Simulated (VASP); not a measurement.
Band structure of K$_{4}$Br$_{3}$Cl (ordered alloy cell). Calculation: PBE GGA, VASP's PBE PAW potentials (set 64) (plane waves; VASP).

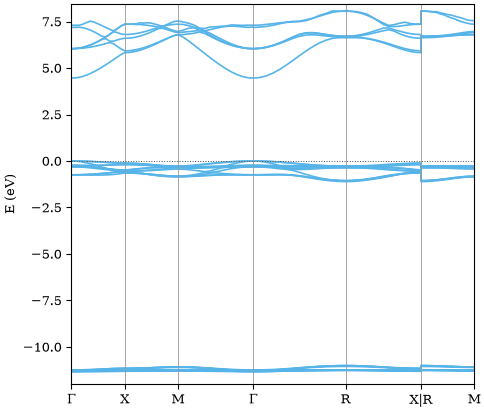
Figure: Bands along high-symmetry lines, zero at the valence-band maximum or, without a gap, the Fermi level

Question: Read the plot: is there a gap, and where are the band edges?

Answer: The gap is direct, 4.46 eV, from the valence maximum at Γ to the conduction minimum at Γ. (Edges off the drawn lines would not show.)

The structure was generated: K4Br3Cl was put into an ordered model structure (Pm-3m), which need not be its known phase. It was relaxed first, which changed the volume by +5 %.
